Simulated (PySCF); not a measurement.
## Electronic structure of C5H13AlFN in real space

```yaml
atoms:
  - { symbol: C, position_ang: [0.0608, 1.4272, 1.2609] }
  - { symbol: C, position_ang: [-0.2956, 0.3036, 0.2910] }
  - { symbol: Al, position_ang: [0.9036, -0.7009, -1.0096] }
  - { symbol: N, position_ang: [2.7968, -0.1527, -0.4653] }
  - { symbol: C, position_ang: [-1.1433, -0.8510, 0.8862] }
  - { symbol: C, position_ang: [-1.9949, -0.8057, -0.3819] }
  - { symbol: C, position_ang: [-1.4789, 0.6026, -0.6516] }
  - { symbol: F, position_ang: [-2.3599, 1.5651, -0.1885] }
  - { symbol: H, position_ang: [0.4992, 2.2690, 0.7246] }
  - { symbol: H, position_ang: [0.7773, 1.0747, 2.0033] }
  - { symbol: H, position_ang: [-0.8258, 1.7869, 1.7846] }
  - { symbol: H, position_ang: [0.9056, -0.1874, -2.4870] }
  - { symbol: H, position_ang: [1.0221, -2.2404, -0.7585] }
  - { symbol: H, position_ang: [3.4673, -0.5632, -1.1109] }
  - { symbol: H, position_ang: [2.9160, 0.8589, -0.4817] }
  - { symbol: H, position_ang: [3.0141, -0.4828, 0.4735] }
  - { symbol: H, position_ang: [-0.6201, -1.7952, 1.0727] }
  - { symbol: H, position_ang: [-1.7032, -0.5641, 1.7759] }
  - { symbol: H, position_ang: [-1.6148, -1.4953, -1.1432] }
  - { symbol: H, position_ang: [-3.0728, -0.9163, -0.2826] }
  - { symbol: H, position_ang: [-1.2625, 0.8837, -1.6936] }
```

Geometry: GFN2-xTB.

These are results of PBE0/pcSseg-1, SCF density, gas phase, non-relativistic (PySCF), not measurements.

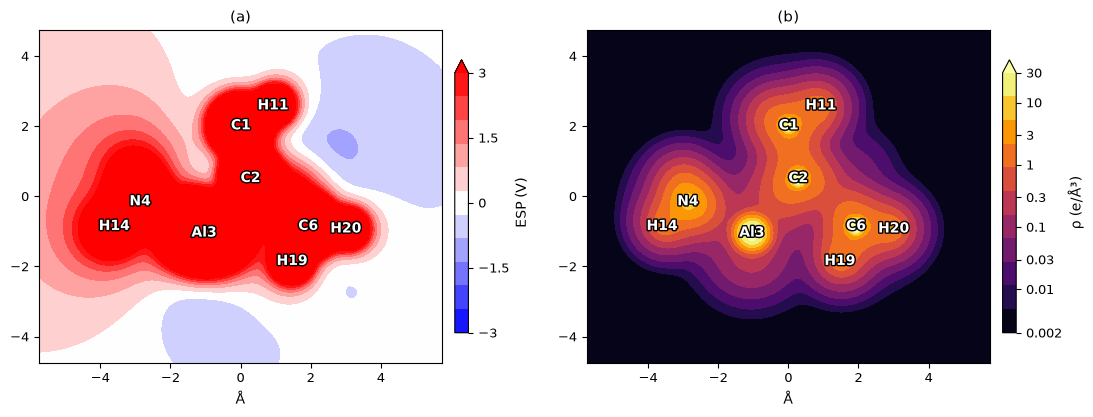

Figure 1. (a) molecular electrostatic potential; (b) total electron density on the plane of atoms H19, C6 and H20.

Question: Read the bonding off the picture.

Answer:
- The plane passes through C, Al, N and H nuclei.
- C–C (1.53 Å): ρ at the midpoint is about 1.6 e/Å³.
- C–Al (2.03 Å): ρ is about 0.64 e/Å³ halfway.
- Al–N (2.04 Å): ρ at the midpoint is about 0.48 e/Å³.
- N–H (1.02 Å): ρ at the midpoint is about 2.9 e/Å³.
- C–H (1.09 Å): ρ at the midpoint is about 2 e/Å³.
- Outside the dense part of the molecule the potential is most negative (−0.9 V) near F8, which lies off the plane.

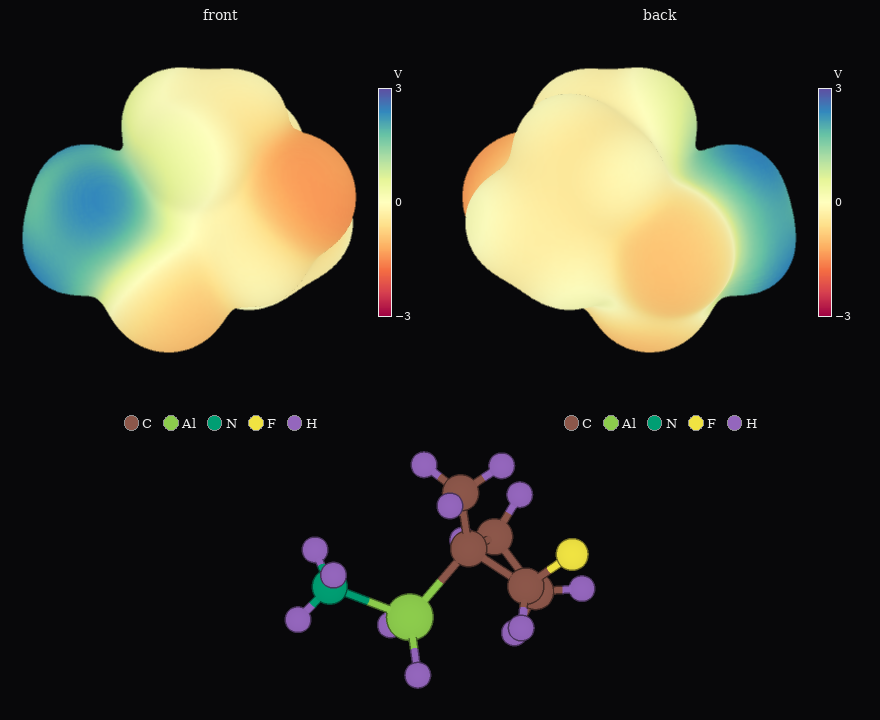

Figure 2. The molecular electrostatic potential painted on the density surface at 0.001 e/bohr³, seen from the front and from behind; the colour scale runs from red (negative) to blue (positive). The bare structure is drawn below in the same view.

Question: Describe the electrostatic potential map.

Answer: The most negative region (about −1.4 V) lies over F8, the most positive (about +2.4 V) over H14, H15 and H16.
